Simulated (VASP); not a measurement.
Band structure of InGaAs2 (space group P-4m2). Level of theory: r2SCAN meta-GGA, VASP's PBE PAW potentials (set 64) (plane waves; VASP).

Unless said otherwise, spin-orbit coupling is left out, though it shifts the bands of the heavy elements here.

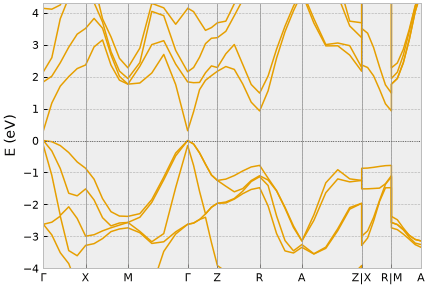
*Bands along high-symmetry lines, zero at the valence-band maximum or, without a gap, the Fermi level*

Task: Read the plot: is there a gap, and where are the band edges?

Result: The gap is direct, 0.31 eV, from the valence maximum at Γ to the conduction minimum at Γ.

The structure comes from a computed database's InGaAs2 entry (P-4m2); how it stands against other phases isn't given here. It was relaxed first.
